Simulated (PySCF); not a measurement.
C6H12Si (SMILES CC(C)C1=C[SiH2]C1)

Input

```
{"job": {"kind": "nmr", "xc": "PBE0", "basis": "pcSseg-1"}, "charge": 0, "multiplicity": 1}
C     -1.357494    -1.532400     0.412723
C     -1.050253    -0.242979    -0.353290
C     -1.852420     0.926369     0.223808
C      0.413280     0.055019    -0.307274
C      1.295446     0.155085    -1.311761
Si     2.761934     0.534537    -0.196572
C      1.223359     0.313490     0.943165
H     -1.111461    -1.415634     1.465637
H     -2.414285    -1.778030     0.332411
H     -0.777177    -2.360379     0.010614
H     -1.336405    -0.381448    -1.403359
H     -2.919450     0.732330     0.137851
H     -1.612845     1.068319     1.275185
H     -1.622877     1.845496    -0.311515
H      1.091719     0.033613    -2.364317
H      3.805605    -0.481826    -0.062085
H      3.333447     1.880597    -0.240634
H      0.887686     1.187690     1.499054
H      1.232386    -0.530598     1.631167
```

Launched as:

```sh
OMP_NUM_THREADS=1 python probes_run.py task.json out
```

Geometry: GFN2-xTB.

The calculation used PBE0/pcSseg-1, SCF density, gas phase, non-relativistic in PySCF 2.14.0.

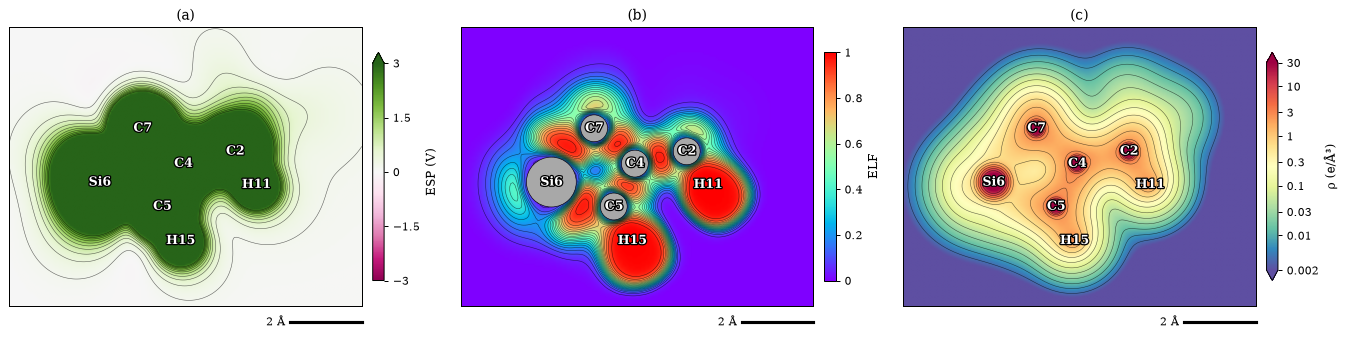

Figure 1. (a) electrostatic potential; (b) ELF; (c) electron density on the plane of atoms Si6, C5 and H15. Grey discs cover the atomic cores in the ELF map.

### Read the bonding off the picture.

- The section cuts through C, Si and H sites.
- C–C (1.34 Å): the density is about 2.3 e/Å³ at the midpoint; the ELF peaks at about 0.90 between the atoms: a multiple bond.
- C–Si (1.88 Å): ρ is about 0.89 e/Å³ halfway; the ELF peaks at about 0.95 between the atoms (a covalent bond).
- C–H (1.08 Å): ρ at the midpoint is about 2 e/Å³; the ELF climbs to about 1 towards the hydrogen, as it does in any bond to H (a covalent bond by its length).
- C–C (1.49 Å): ρ is about 1.7 e/Å³ halfway; the ELF peaks at about 0.95 between the atoms: localised, covalent bonding.
- C–Si (1.93 Å): ρ at the midpoint is about 0.86 e/Å³; the ELF peaks at about 0.95 between the atoms, as expected for localised, covalent bonding.
- The potential has no marked negative region in this plane.

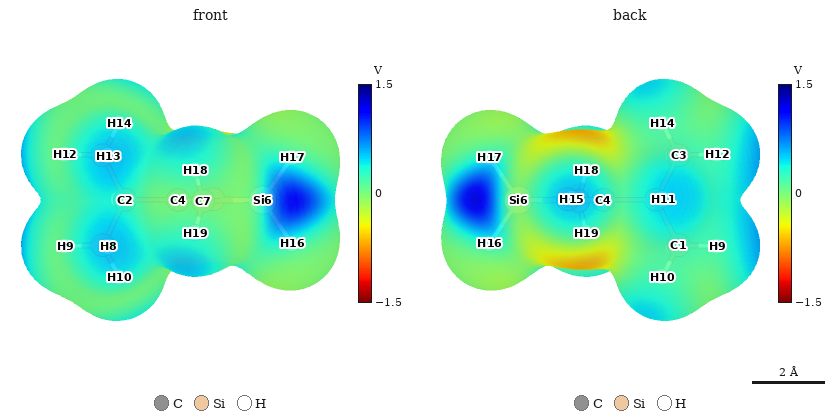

Figure 2. The electrostatic potential painted on the density surface at 0.002 e/bohr³, seen from the front and from behind; red is negative and blue positive.

### Which sites attract a positive test charge, and which a negative one?

A positive charge is drawn to the negative regions and a negative charge to the positive ones. The most negative region (about −0.7 V) lies over the π face of C5, the most positive (about +1.1 V) over Si6.
